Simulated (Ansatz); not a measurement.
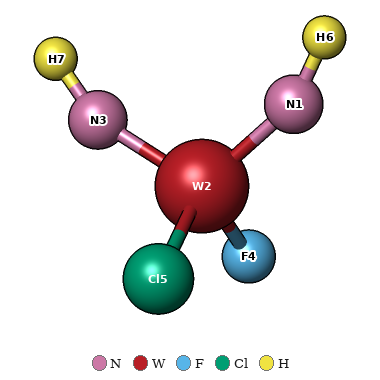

The system is ClFH2N2W, SMILES [NH]=[W](=[NH])([F])[Cl]; the picture shows the reference structure. 
- The first coordinate is: bond length W2–F4; the second: angle F4–W2–N3.
- Nothing is relaxed (all other coordinates rigid).
- Grid: 9 × 9 points.
- All energies are given in kJ/mol relative to the relaxed molecule at the same level.
- The reference is spin-restricted, which grows unreliable where a bond is stretched far.
- Computed with RKS CAM-B3LYP-D4/def2-SVP in Ansatz.

Its coordinates:

```yaml
atoms:
  - { symbol: N, position_ang: [-1.1690, 0.5132, 0.7681] }
  - { symbol: W, position_ang: [-0.1038, 0.0009, -0.5057] }
  - { symbol: N, position_ang: [1.2931, -0.7676, 0.1855] }
  - { symbol: F, position_ang: [-1.0085, -1.2613, -1.5542] }
  - { symbol: Cl, position_ang: [0.6224, 1.8913, -1.5926] }
  - { symbol: H, position_ang: [-1.4750, 0.6561, 1.7259] }
  - { symbol: H, position_ang: [1.9020, -1.1006, 0.9270] }
```

Range: bond length W2–F4 from 1.537 to 2.811 Å; angle F4–W2–N3 from 63.2 to 153.2°.

Question: What will the energy surface look like?

Answer: The lowest grid point is at bond length W2–F4 = 1.855 Å, angle F4–W2–N3 = 108.2°, 0.5 kJ/mol from the relaxed molecule at the same level. It is the only kind of minimum in the scanned range. The highest grid point, bond length W2–F4 = 1.537 Å, angle F4–W2–N3 = 63.2°, lies 850 kJ/mol above the lowest. Round the minimum the two coordinates are nearly uncoupled.

| angle F4–W2–N3 ↓, bond length W2–F4 → | 1.537 | 1.696 | 1.855 | 2.014 | 2.174 | 2.333 | 2.492 | 2.652 | 2.811 |
| --- | --- | --- | --- | --- | --- | --- | --- | --- | --- |
| 153.2 | 564 | 274 | 176 | 172 | 211 | 267 | 328 | 387 | 442 |
| 142.0 | 458 | 186 | 102 | 109 | 157 | 221 | 288 | 353 | 412 |
| 130.7 | 377 | 120 | 47 | 62 | 117 | 186 | 258 | 327 | 390 |
| 119.5 | 326 | 78 | 13 | 33 | 92 | 165 | 240 | 312 | 377 |
| 108.2 | 308 | 64 | 1 | 23 | 84 | 158 | 233 | 306 | 372 |
| 97.0 | 326 | 80 | 14 | 35 | 93 | 165 | 240 | 311 | 376 |
| 85.7 | 394 | 137 | 62 | 73 | 125 | 192 | 262 | 330 | 391 |
| 74.5 | 541 | 261 | 162 | 153 | 188 | 242 | 302 | 362 | 418 |
| 63.2 | 851 | 517 | 359 | 301 | 297 | 323 | 363 | 408 | 453 |

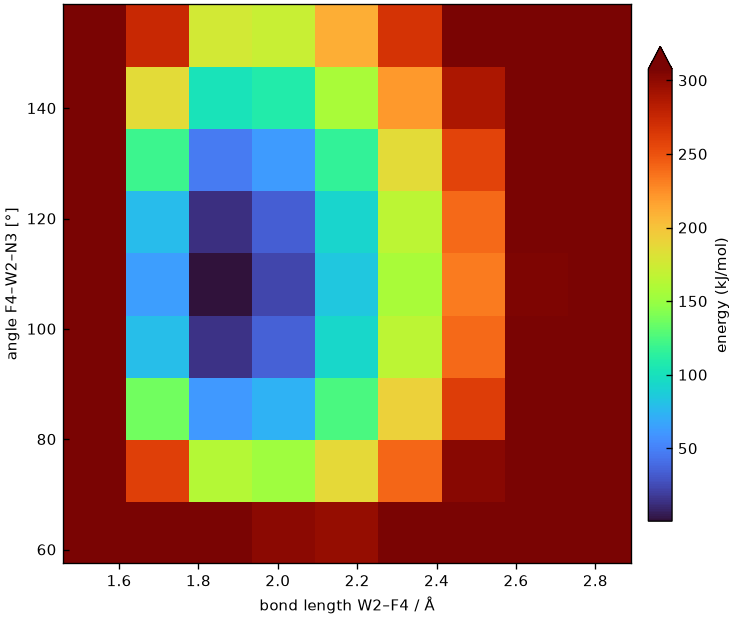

Drawn: one coloured cell a grid point, one colour for all values above the top of the scale.

The whole map (81 points run) took 11 min on 1 thread of Arm Neoverse V1, with other jobs on the host.
